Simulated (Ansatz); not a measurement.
# AsH3 (SMILES [H][As]([H])[H]): levels of theory compared

Aim: a comparison of 6 runs (UHF/STO-3G, UB3LYP/STO-3G, wB97X/STO-3G, UMP2/STO-3G, CCSDT(Q)/STO-3G, CCSDT/STO-3G) of AsH3. 

Program for the calculation: Ansatz 0.2.0.

32 further runs of the same task are left out: 2 that didn't finish, 30 set aside as unsound or not needed.

## Step 1: The molecule

AsH3: 4 atoms, total charge 0, spin state singlet. As SMILES, `[H][As]([H])[H]`. The H2–As1 distance was set to 3.740 Å, away from the relaxed value. At this shape a bond of the SMILES string is far longer than usual.

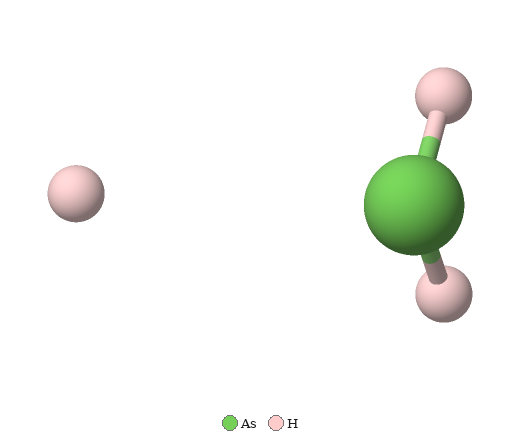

Viewed from a chosen angle; arsenic green, hydrogen pink.

## Step 2: A single-point energy at UHF/STO-3G (run 1)

File input.yaml:

```yaml
crystal:
  periodic: [false, false, false]
  atoms:
    - {symbol: As, position_ang: [-1.835680, 0.058399, 1.951832]}
    - {symbol: H, position_ang: [1.216520, -0.029700, -0.207950]}
    - {symbol: H, position_ang: [-2.414090, 1.113939, 1.063522]}
    - {symbol: H, position_ang: [-2.460680, -0.984071, 1.080182]}
basis:
  gaussian:
    orbitals: STO-3G
total_charge: 0
magnetization:
  spin_polarized: true
hamiltonian:
  xc: hf
accuracy: high
```

On the command line:

```bash
$ ansatz run input.yaml --threads 1 --pin off --max-ram 2610MiB --events-out events.jsonl --progress --plain --runs-dir runs
```

Standard output:

```text
Warning: RAYON_NUM_THREADS=1 ignored (pool sized by the plan → 1); use --threads N
Functional definition: HF
  name "HF"
  exchange = exact_x
  correlation = 0
251 factors; integrals over basis functions are off by at most 9.5e-9 eV
mean field evaluation 1: about -60150.2373 eV, gradient 6.1e0 eV
mean field evaluation 2: about -60150.2463 eV, gradient 6.1e0 eV
mean field evaluation 4: about -60151.2255 eV, gradient 1.2e1 eV
mean field evaluation 8: about -60153.4093 eV, gradient 9.9e0 eV
mean field evaluation 16: about -60161.0520 eV, gradient 1.0e0 eV
mean field evaluation 32: about -60161.0598 eV, gradient 7.6e-9 eV
mean field -60161.05984196 eV, -2210.8781705609 hartree, gradient 1.7e-8 eV, S^2 1.006295; 1 other end points of the search recorded, 0 dependent functions left out
reference -60161.05984196 eV, -2210.8781705609 hartree; 18, 18 occupied and 3, 3 virtual orbitals, 251 factors
Total energy: -60161.05984196 eV, -2210.8781705609 hartree
```

Run time: 0.18 s. Hardware: 1 thread of Arm Neoverse V1, shared host.

## Step 3: A single-point energy at UB3LYP/STO-3G (run 2)

File run.yaml:

```yaml
crystal:
  periodic: [false, false, false]
  atoms:
    - {symbol: As, position_ang: [-1.835680, 0.058399, 1.951832]}
    - {symbol: H, position_ang: [1.216520, -0.029700, -0.207950]}
    - {symbol: H, position_ang: [-2.414090, 1.113939, 1.063522]}
    - {symbol: H, position_ang: [-2.460680, -0.984071, 1.080182]}
basis:
  gaussian: {orbitals: STO-3G}
magnetization: {spin_polarized: true}
accuracy: high
hamiltonian: {xc: {name: B3LYP}}
```

On the command line:

```bash
$ ansatz run run.yaml --threads 1 --pin off --max-ram 2610MiB --events-out events.jsonl --progress --plain --runs-dir runs
```

Standard output:

```text
Warning: RAYON_NUM_THREADS=1 ignored (pool sized by the plan → 1); use --threads N
Functional definition: B3LYP
  name "B3LYP"
  parameter a0 = 0.2
  parameter ax = 0.72
  parameter ac = 0.81
  exchange = (1 - a0 - ax)*slater_x + ax*b88_x + a0*exact_x
  correlation = (1 - ac)*vwn_rpa_c + ac*lyp_c
251 factors; integrals over basis functions are off by at most 9.5e-9 eV
mean field evaluation 1: about -60186.1540 eV, gradient 9.3e0 eV
mean field evaluation 2: about -60182.4229 eV, gradient 1.4e1 eV
mean field evaluation 4: about -60185.7896 eV, gradient 9.0e0 eV
mean field evaluation 8: about -60194.7560 eV, gradient 1.6e-2 eV
mean field evaluation 16: about -60196.8841 eV, gradient 9.4e-2 eV
mean field evaluation 32: about -60196.8844 eV, gradient 2.5e-6 eV
mean field -60196.88439616 eV, -2212.1946986450 hartree, gradient 2.0e-8 eV, S^2 0.996366; 2 other end points of the search recorded, 0 dependent functions left out
reference -60196.88442384 eV, -2212.1946996625 hartree; 18, 18 occupied and 3, 3 virtual orbitals, 251 factors
Total energy: -60196.88442384 eV, -2212.1946996625 hartree
```

Wall time 2.4 s (1 thread of Arm Neoverse V1, shared host); peak memory 0.11 GiB.

Runs 3 to 5 aren't shown in full; the table further down has their settings and results.

## Step 4: A single-point energy at CCSDT/STO-3G (run 6)

File input.yaml:

```yaml
basis:
  gaussian: {orbitals: STO-3G}
crystal:
  periodic: [false, false, false]
  atoms:
    - {symbol: As, position_ang: [-1.835680, 0.058399, 1.951832]}
    - {symbol: H, position_ang: [1.216520, -0.029700, -0.207950]}
    - {symbol: H, position_ang: [-2.414090, 1.113939, 1.063522]}
    - {symbol: H, position_ang: [-2.460680, -0.984071, 1.080182]}
correlation: {method: ccsdt, frozen_orbitals: {As: 9, H: 0}}
accuracy: high
scf: {omitted_lower_state_checks: [cluster_reference, increment]}
```

On the command line:

```bash
$ ansatz run input.yaml --threads 1 --pin off --max-ram 2610MiB --events-out events.jsonl --progress --plain --runs-dir runs
```

Standard output:

```text
Warning: RAYON_NUM_THREADS=1 ignored (pool sized by the plan → 1); use --threads N
[... 12 lines left out ...]
9 core orbitals not correlated: weight in the atoms' cores, before any rotation towards them, 1.000 or more for the frozen orbitals, at most 0.000 for the correlated occupied ones
[... 30 lines left out ...]
WARN: these amplitudes may be one of several solutions (largest doubles amplitude 0.94, level shift 14.31 eV)
Total energy: -60162.17710941 eV, -2210.9192293827 hartree
Checks for a lower state left out: cluster_reference, increment
```

Run time: 0.26 s. Hardware: 1 thread of Arm Neoverse V1, shared host.

## Step 5: Overview of the runs

```tsv
run	level	frozen core orbitals	energy (Eh)	wall time
1	UHF/STO-3G	–	-2210.878171	0.18 s
2	UB3LYP/STO-3G	–	-2212.194700	2.4 s
3	wB97X/STO-3G	–	-2212.130228	4.2 s
4	UMP2/STO-3G	9	-2210.904245	0.24 s
5	CCSDT(Q)/STO-3G	9	-2210.918713	0.3 s
6	CCSDT/STO-3G	9	-2210.919229	0.26 s
```

## Step 6: Outcome

| quantity | value |
| --- | --- |
| run 6: total energy | -2210.91923 Eh |
| run 6: correlation energy (9 core orbitals frozen) | -256.7 mEh |
| run 6: T1 diagnostic | 0.023 |

**Reading.** Below the UHF energy at the same shape and in the same basis (STO-3G): UMP2 -26.1 mEh; CCSDT(Q) -40.5 mEh; CCSDT -41.1 mEh. Some of these start from another determinant than that one, so these aren't their correlation energies. Totals of different functionals can't be ranked against each other. In runs 5, 6 the log says that unrestricted orbitals would lower the reference, so the values rest on an unstable closed-shell determinant (other closed-shell runs at this shape may share the fault). In runs 1, 2, 3, 4, 5, 6 the basis is minimal, so the values are rough. In run 3 a closed-shell determinant meets a far-stretched bond, which it describes badly. Spin contamination of the reference: run 1 ⟨S²⟩ = 1.01, run 4 ⟨S²⟩ = 1.01, run 2 ⟨S²⟩ = 1.00. Where it is this large, the reference is a mixture of spin states, and values that rest on it are in doubt. All runs together took 7.6 s, the longest 4.2 s.
